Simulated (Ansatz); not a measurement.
AlClFH₂NSi

```csv
atom,x (Å),y (Å),z (Å)
Al,0.0923,0.6396,0.1329
Cl,-0.3572,1.6224,-1.7056
F,0.9510,1.8948,1.2665
N,-1.1915,0.8843,1.4979
Si,-0.4095,2.0018,2.4836
H,-2.1193,0.4990,1.6307
H,0.9373,-0.6871,0.0676
```

Geometry: B3LYP/6-31G*.

Level of theory: isolated molecule in a Gaussian basis; Kohn-Sham density functional theory, functional PBE0 in Ansatz.

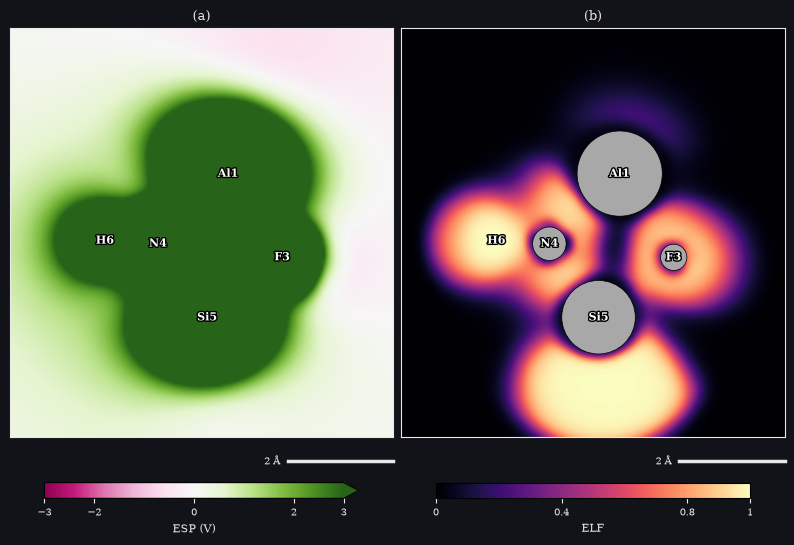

Figure 1. (a) electrostatic potential; (b) electron localisation function on the plane of atoms F3, Si5 and N4. Grey discs cover the atomic cores in the ELF map.

Question: Describe what can be read from this map.

Answer: Atoms in the plane: Al, F, N, Si and H. Si–N (1.68 Å): the ELF peaks at about 0.90 between the atoms: a polar covalent bond. Si–F (1.83 Å): the ELF peaks at about 0.85 in the valence shell of F, 0.5 Å from its nucleus, and is about 0.50 at the midpoint. Al–N (1.89 Å): the ELF peaks at about 0.90 in the valence shell of N, 0.7 Å from its nucleus, and is about 0.65 at the midpoint. Al–F (1.90 Å): the ELF peaks at about 0.85 in the valence shell of F, 0.5 Å from its nucleus, and is about 0.40 at the midpoint. Al–Si (2.76 Å): the ELF is about 0.15 at the midpoint. The ELF also peaks beside Si5 and F3, away from the bonds: lone-pair regions. Outside the dense part of the molecule the potential is most negative (−0.5 V) near Cl2, which lies off the plane.

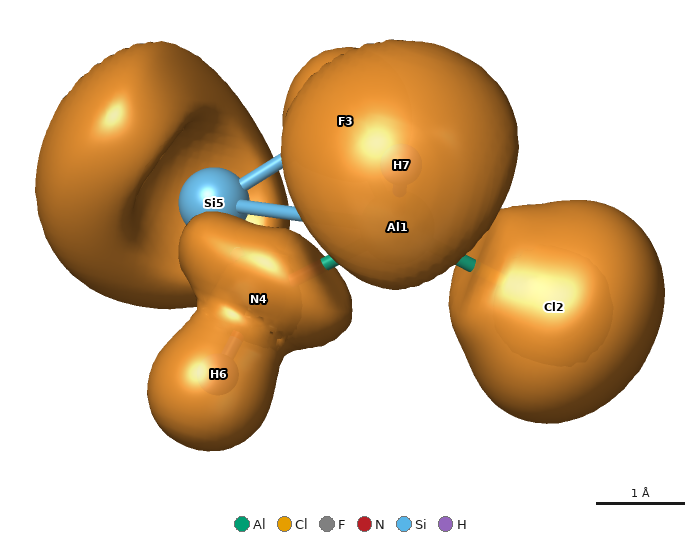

Figure 2. Isosurface of the electron localisation function at 0.75 (orange), seen at a tilt. Only the valence region is drawn (cores and ρ < 0.01 e/Å³ removed).

Question: Describe the localisation domains.

Answer: The ELF exceeds this value in one region around a hydrogen nucleus, one region on Cl in which the atom's valence shell and bonds are merged, one lobe on Si, pointing away from the bonds (lone pairs), one region wrapped around F (its valence shell) and one joined region spread over several atoms (H, N), in which their bonds and any lone pairs are merged.

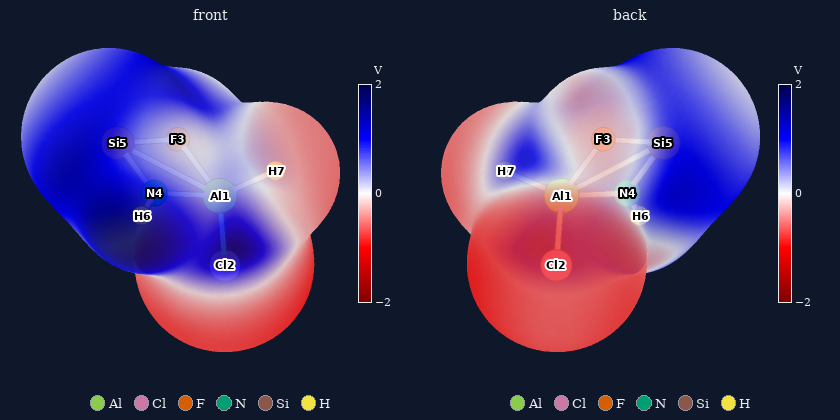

Figure 3. The molecular electrostatic potential painted on the density surface at 0.001 e/bohr³, seen from the front and from behind; the colour scale runs from red (negative) to blue (positive).

Question: Where is the surface potential most negative and most positive?

Answer: The most negative region (about −0.9 V, or −21 kcal/mol for a unit charge) lies over Cl2, the most positive (about +1.8 V, or +42 kcal/mol for a unit charge) over H6.

Question: How polar is the molecule by this calculation?

Answer: Its dipole moment is 3.82 D.
